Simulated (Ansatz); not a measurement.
**Fields on a plane of AgBr (rock salt)**

```
CELL_PARAMETERS angstrom
      0.00000     2.92043     2.92043
      2.92043     0.00000     2.92043
      2.92043     2.92043     0.00000
ATOMIC_POSITIONS crystal
  Br 0.00000 0.00000 0.00000
  Ag 0.50000 0.50000 0.50000
```

The slice is a {111} plane (indices of the conventional cell) through the point (0.500, 0.500, 0.500) (fractional), spanned by u = [100] and v = [-1 2 0] in vectors of this cell: u (4.13 Å) and v (7.15 Å, at 90° to u). It covers one period; positions are fractions (u, v).

Atoms on it: Ag at (0.00, 0.00); Ag at (0.50, 0.50).

The numbers are results of PBE (plane waves to 420 eV, PAW, scalar-relativistic; Ansatz, a quantum-chemistry and plane-wave program), not measurements. k mesh 10×10×10. These are valence fields of a PAW run, semicore shells included where kept as valence: close to a nucleus they are smooth pseudo fields. AgBr was relaxed with its symmetry unable to fall.

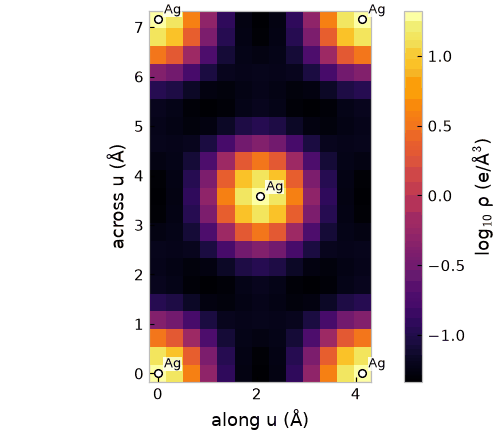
Log₁₀ of the valence density in e/Å³, one period of the plane, atoms marked. The scale is logarithmic, as a density can span decades between atoms and voids.

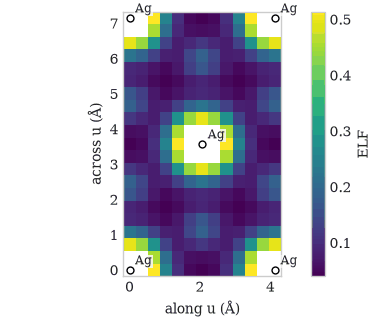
Fig. 1. Electron localisation function (ELF), one period of the plane, atoms marked. Points within 0.5 Å of a nucleus are left white, as the pseudised field means little there.
